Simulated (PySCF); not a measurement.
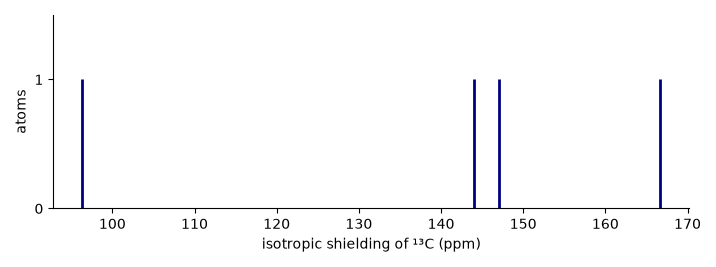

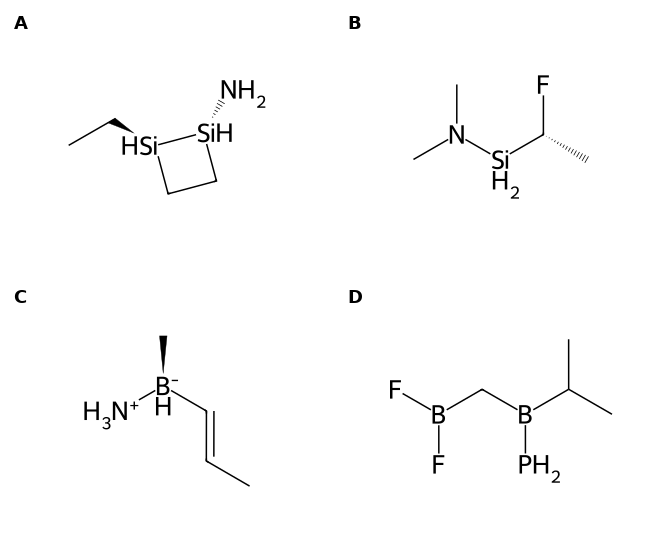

The sticks are computed shieldings of one of the molecules, for one fixed geometry (GFN2-xTB) without averaging over rotations. Low shielding means a high chemical shift. Method: GIAO PBE0/pcSseg-1 NMR shielding, non-relativistic, gas phase (PySCF 2.14.0).

Match the spectrum to a structure.

Answer. B, `C[C@@H](F)[SiH2]N(C)C`. Its 4 C atoms give lines at 96.3, 144.0, 147.0, 166.7 ppm.

The geometry is semi-empirical. Around B, P, Si such bond lengths and angles can be off by a tenth of an ångström or more and by several degrees, and values that hang on the shape move with them.
